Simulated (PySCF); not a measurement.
# CH3BCl2OSi: NMR shifts at several levels of theory, part 2 of 2

PySCF 2.14.0. Atoms count from 0.

## (9) Shielding tensors: LC-wPBE/pcSseg-2

The job: settings as JSON, then the geometry in Å.

```
{"job": {"kind": "nmr", "xc": "LC-wPBE", "basis": "pcSseg-2", "pop": false}, "charge": 0, "multiplicity": 1}
O     -0.367373     1.357924    -0.962480
C     -0.566179     0.506745    -0.132537
Si     0.897139    -0.392486     0.775070
B      2.557662     0.419769    -0.037041
Cl     3.210585     1.906546     0.602366
Cl     3.312759    -0.306819    -1.431758
H     -1.621347     0.214978     0.132629
H      0.755431    -0.131042     2.241621
H      0.754042    -1.862432     0.534265
```

Method: GIAO LC-wPBE/pcSseg-2 NMR shielding, non-relativistic, gas phase.

The log of the run:

```text
coarse grid: 9992 points
cycle   1  E = -1349.3806690814  dE =  7.376e-01  |g| = 8.995e-01  |ddm| = 2.196e+00
cycle   2  E = -1349.2658135922  dE =  1.149e-01  |g| = 1.305e+00  |ddm| = 1.159e+00
cycle   3  E = -1349.5680543531  dE = -3.022e-01  |g| = 9.503e-02  |ddm| = 7.011e-01
cycle   4  E = -1349.5702632458  dE = -2.209e-03  |g| = 5.736e-02  |ddm| = 1.095e-01
cycle   5  E = -1349.5710849063  dE = -8.217e-04  |g| = 9.922e-03  |ddm| = 4.980e-02
cycle   6  E = -1349.5711462134  dE = -6.131e-05  |g| = 2.613e-03  |ddm| = 2.235e-02
cycle   7  E = -1349.5711518967  dE = -5.683e-06  |g| = 8.343e-04  |ddm| = 6.996e-03
final grid: 85160 points
cycle   8  E = -1349.5976798253  dE = -1.112e-04  |g| = 7.216e-03  |ddm| = 2.621e-02
cycle   9  E = -1349.5976816325  dE = -1.807e-06  |g| = 4.394e-03  |ddm| = 3.829e-03
cycle  10  E = -1349.5976837020  dE = -2.069e-06  |g| = 1.769e-03  |ddm| = 2.438e-03
cycle  11  E = -1349.5976842058  dE = -5.038e-07  |g| = 3.216e-04  |ddm| = 7.819e-04
cycle  12  E = -1349.5976842618  dE = -5.598e-08  |g| = 1.054e-04  |ddm| = 3.587e-04
cycle  13  E = -1349.5976842675  dE = -5.660e-09  |g| = 3.707e-05  |ddm| = 1.839e-04
cycle  14  E = -1349.5976842685  dE = -1.052e-09  |g| = 1.136e-05  |ddm| = 8.942e-05
cycle  15  E = -1349.5976842686  dE = -9.913e-11  |g| = 2.804e-06  |ddm| = 2.642e-05
converged SCF energy = -1349.5976842686

GIAO shielding tensors (ppm)
atom      isotropic    diamagn.    paramagn.     s11        s22        s33       span
  0 O     -599.734     392.698    -992.433  -1663.477   -541.323    405.597   2069.074
  1 C      -70.502     250.312    -320.814   -208.201   -102.215     98.911    307.113
  2 Si     417.626     879.233    -461.607    394.540    401.420    456.919     62.379
  3 B       16.671     196.268    -179.597    -54.294      7.805     96.501    150.795
  4 Cl     579.225    1146.459    -567.235    173.706    658.016    905.952    732.246
  5 Cl     580.260    1146.829    -566.569    177.040    659.367    904.372    727.332
  6 H       19.273      29.264      -9.991     13.236     20.318     24.265     11.029
  7 H       27.043      29.051      -2.008     23.771     26.780     30.579      6.808
  8 H       27.048      29.295      -2.248     23.711     26.803     30.630      6.919
```

Run time: 52 s. Hardware: 1 thread of Arm Neoverse V2, shared host; peak memory 1.1 GiB.

Key values: δ C1 258.8, O0 932.4, Si2 -71.0, B3 82.3, H6 12.04, H7 4.27 ppm (means over like atoms).

## (10) Nuclear shieldings: PBE0/6-31G

The job, as its differences from that of step 9:

```diff
@@ -1,2 +1,2 @@
-{"job": {"kind": "nmr", "xc": "LC-wPBE", "basis": "pcSseg-2", "pop": false}, "charge": 0, "multiplicity": 1}
+{"job": {"kind": "nmr", "xc": "PBE0", "basis": "6-31G", "pop": true}, "charge": 0, "multiplicity": 1}
 O     -0.367373     1.357924    -0.962480
```

Level: GIAO PBE0/6-31G NMR shielding, non-relativistic, gas phase.

The log of the run:

```text
coarse grid: 9992 points
cycle   1  E = -1349.0805921861  dE =  7.911e-01  |g| = 7.690e-01  |ddm| = 3.105e+00
cycle   2  E = -1348.4144598109  dE =  6.661e-01  |g| = 1.906e+00  |ddm| = 2.489e+00
cycle   3  E = -1349.2214639535  dE = -8.070e-01  |g| = 9.813e-02  |ddm| = 1.885e+00
cycle   4  E = -1349.2227265637  dE = -1.263e-03  |g| = 8.532e-02  |ddm| = 2.493e-01
cycle   5  E = -1349.2247142240  dE = -1.988e-03  |g| = 1.234e-02  |ddm| = 1.089e-01
cycle   6  E = -1349.2247583025  dE = -4.408e-05  |g| = 5.275e-03  |ddm| = 2.227e-02
cycle   7  E = -1349.2247644355  dE = -6.133e-06  |g| = 1.233e-03  |ddm| = 4.731e-03
final grid: 85160 points
cycle   8  E = -1349.1637973238  dE =  6.207e-06  |g| = 9.771e-03  |ddm| = 1.551e-02
cycle   9  E = -1349.1637320454  dE =  6.528e-05  |g| = 2.062e-02  |ddm| = 2.135e-02
cycle  10  E = -1349.1638167297  dE = -8.468e-05  |g| = 9.064e-04  |ddm| = 1.470e-02
cycle  11  E = -1349.1638170100  dE = -2.804e-07  |g| = 1.692e-04  |ddm| = 1.525e-03
cycle  12  E = -1349.1638170192  dE = -9.188e-09  |g| = 3.313e-05  |ddm| = 2.903e-04
cycle  13  E = -1349.1638170196  dE = -3.645e-10  |g| = 5.032e-06  |ddm| = 6.011e-05
converged SCF energy = -1349.1638170196

GIAO shielding tensors (ppm)
atom      isotropic    diamagn.    paramagn.     s11        s22        s33       span
  0 O     -602.922     395.270    -998.192  -1666.492   -518.376    376.103   2042.594
  1 C      -29.758     254.042    -283.800   -139.657    -58.538    108.919    248.576
  2 Si     486.133     882.245    -396.113    454.150    473.228    531.020     76.871
  3 B       35.534     200.976    -165.443    -26.918     31.103    102.415    129.333
  4 Cl     549.498    1145.004    -595.506    128.204    606.797    913.493    785.289
  5 Cl     551.137    1145.312    -594.176    132.012    608.877    912.522    780.510
  6 H       19.402      27.933      -8.531     12.378     20.748     25.080     12.702
  7 H       28.098      28.754      -0.656     24.864     27.164     32.267      7.403
  8 H       28.118      28.789      -0.671     24.807     27.257     32.289      7.481
```

Wall time 6.6 s (1 thread of Arm Neoverse V2, shared host); peak memory 0.45 GiB.

In short: δ C1 229.3, O0 921.4, Si2 -41.4, B3 77.6, H6 13.21, H7 4.50 ppm (means over like atoms).

## (11) Shielding tensors: PBE0/STO-3G

The job, as its differences from that of step 10:

```diff
@@ -1,2 +1,2 @@
-{"job": {"kind": "nmr", "xc": "PBE0", "basis": "6-31G", "pop": true}, "charge": 0, "multiplicity": 1}
+{"job": {"kind": "nmr", "xc": "PBE0", "basis": "STO-3G", "pop": true}, "charge": 0, "multiplicity": 1}
 O     -0.367373     1.357924    -0.962480
```

With the program's defaults for keys left out, this is: GIAO PBE0/STO-3G NMR shielding, non-relativistic, gas phase.

The log of the run:

```text
coarse grid: 9992 points
cycle   1  E = -1334.0906224243  dE =  7.484e-03  |g| = 6.838e-01  |ddm| = 3.877e+00
cycle   2  E = -1331.8731764052  dE =  2.217e+00  |g| = 2.200e+00  |ddm| = 3.783e+00
cycle   3  E = -1334.2477175291  dE = -2.375e+00  |g| = 1.708e-01  |ddm| = 3.535e+00
cycle   4  E = -1334.2652225504  dE = -1.751e-02  |g| = 5.197e-02  |ddm| = 4.742e-01
cycle   5  E = -1334.2660519291  dE = -8.294e-04  |g| = 1.907e-02  |ddm| = 9.225e-02
cycle   6  E = -1334.2661879234  dE = -1.360e-04  |g| = 8.528e-03  |ddm| = 4.259e-02
cycle   7  E = -1334.2662125604  dE = -2.464e-05  |g| = 7.069e-04  |ddm| = 1.262e-02
cycle   8  E = -1334.2662127351  dE = -1.746e-07  |g| = 2.287e-04  |ddm| = 1.638e-03
final grid: 85160 points
cycle   9  E = -1334.2009481557  dE =  8.506e-06  |g| = 8.029e-03  |ddm| = 1.653e-02
cycle  10  E = -1334.2009039978  dE =  4.416e-05  |g| = 1.499e-02  |ddm| = 2.430e-02
cycle  11  E = -1334.2009664667  dE = -6.247e-05  |g| = 9.589e-04  |ddm| = 1.577e-02
cycle  12  E = -1334.2009667920  dE = -3.254e-07  |g| = 9.857e-05  |ddm| = 1.532e-03
cycle  13  E = -1334.2009667960  dE = -3.924e-09  |g| = 1.447e-05  |ddm| = 1.938e-04
cycle  14  E = -1334.2009667960  dE = -7.958e-11  |g| = 1.925e-06  |ddm| = 2.812e-05
converged SCF energy = -1334.2009667960

GIAO shielding tensors (ppm)
atom      isotropic    diamagn.    paramagn.     s11        s22        s33       span
  0 O     -404.120     384.617    -788.737  -1343.870   -320.840    452.350   1796.220
  1 C       76.378     257.036    -180.658    -16.845     76.118    169.861    186.706
  2 Si     594.716     870.317    -275.601    565.252    601.416    617.480     52.228
  3 B       43.421     201.080    -157.660    -35.554     49.919    115.898    151.453
  4 Cl     869.775    1126.998    -257.223    626.230    796.169   1186.927    560.697
  5 Cl     870.440    1127.400    -256.960    627.525    796.812   1186.984    559.460
  6 H       21.367      30.551      -9.184     14.606     24.325     25.171     10.565
  7 H       29.668      30.646      -0.978     25.670     28.120     35.213      9.543
  8 H       29.665      31.169      -1.503     25.611     28.191     35.195      9.584
```

Wall time 3.5 s (1 thread of Arm Neoverse V2, shared host); peak memory 0.34 GiB.

Key values: δ C1 158.3, O0 745.8, Si2 -77.1, B3 85.3, H6 11.24, H7 2.94 ppm (means over like atoms).

## (12) Run by run: NMR shifts

Shifts (ppm), means over like atoms, with basis size and wall time:

```
               run     C1     H6    H7     O0    Si2    B3  Cl4  functions   time
     PBE0/pcSseg-2  250.6  12.37  4.40  927.1  -75.2  79.1  396        279   33 s
 mPW1PW91/pcSseg-2  250.2  12.31  4.37  923.6  -74.8  79.0  391        279   33 s
     WP04/pcSseg-2  248.7  11.65  3.86  849.2  -68.6  81.8  333        279   34 s
    B97-2/pcSseg-2  244.4  12.26  4.30  890.6  -73.8  75.9  373        279   32 s
BHandHLYP/pcSseg-2  249.0  11.92  4.16  923.9  -70.8  80.6  343        279   33 s
CAM-B3LYP/pcSseg-2  255.1  12.17  4.28  930.0  -73.9  82.9  379        279   47 s
  wB97X-D/pcSseg-2  251.3  12.19  4.33  927.7  -73.7  78.0  370        279   45 s
  LC-wPBE/pcSseg-2  258.8  12.04  4.27  932.4  -71.0  82.3  365        279   52 s
        PBE0/6-31G  229.3  13.21  4.50  921.4  -41.4  77.6  381         72  6.6 s
       PBE0/STO-3G  158.3  11.24  2.94  745.8  -77.1  85.3  156         45  3.5 s
```

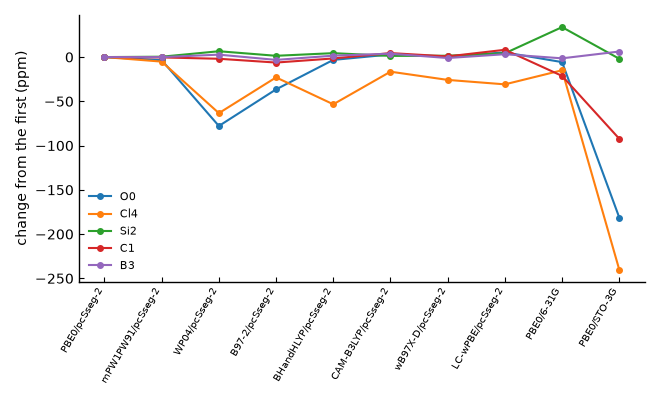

How five of the tabulated atoms move from run to run.

## (13) What came out

This closing draws on all 2 parts.

| quantity | value |
| --- | --- |
| 13C shifts against TMS (PBE0/pcSseg-2) | 250.6 ppm |
| 1H shifts against TMS (PBE0/pcSseg-2, means over atoms taken as alike) | 12.37, 4.40 ppm |
| 17O shifts against H2O (PBE0/pcSseg-2) | 927.1 ppm |
| 29Si shifts against TMS (PBE0/pcSseg-2) | -75.2 ppm |
| 11B shifts against BF3·OEt2 (PBE0/pcSseg-2) | 79.1 ppm |
| 35Cl shifts against HCl (PBE0/pcSseg-2, means over atoms taken as alike) | 396 ppm |
| range of the shift of O0 (minimal bases aside) | 849.2 to 932.4 ppm |
| property runs in this session | 10, of which 0 failed and 1 gave unsound results |

**Reading.** Single values in the summary come from the first sound run of each kind (PBE0/pcSseg-2), which need not be the best level. At PBE0/pcSseg-2: The widest tensor belongs to O0: span 2011 ppm, with a paramagnetic part of -992 ppm. Leaving out the minimal-basis runs, which are unusable for shieldings: Across the 9 runs the shift of O0 moves most, between 849.2 (WP04/pcSseg-2) and 932.4 ppm (LC-wPBE/pcSseg-2).
